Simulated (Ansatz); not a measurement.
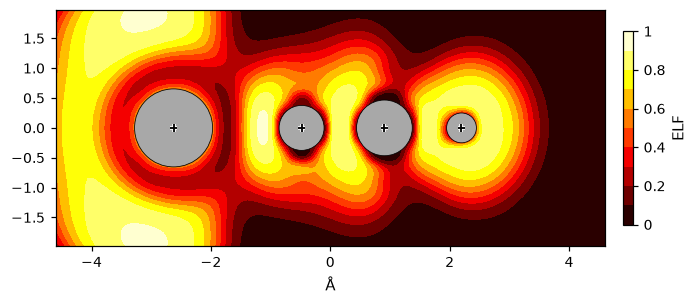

The ELF on a plane through atoms (crosses mark nuclei in the plane; grey discs cover the cores).

Level of theory: Ansatz 0.2.0, isolated molecule in a Gaussian basis; Kohn-Sham density functional theory, functional PBE0.

Candidates:
A. CBFSn (SMILES FB=[C]=[Sn]) (triplet)
B. BrHN₂Si (SMILES Br[SiH]1N=N1)
C. C₃H₅FGeN₂ (SMILES Fc1ncc[n]1[GeH3])

Question: Which system is this?

Answer: Candidate A: CBFSn on a plane that holds the molecular axis, which holds C, B, F and Sn. B–F (1.29 Å): the ELF peaks at about 0.85 between the atoms, as expected for a short, strongly polar bond. C–B (1.39 Å): the ELF peaks at about 0.90 between the atoms; localised, covalent bonding.
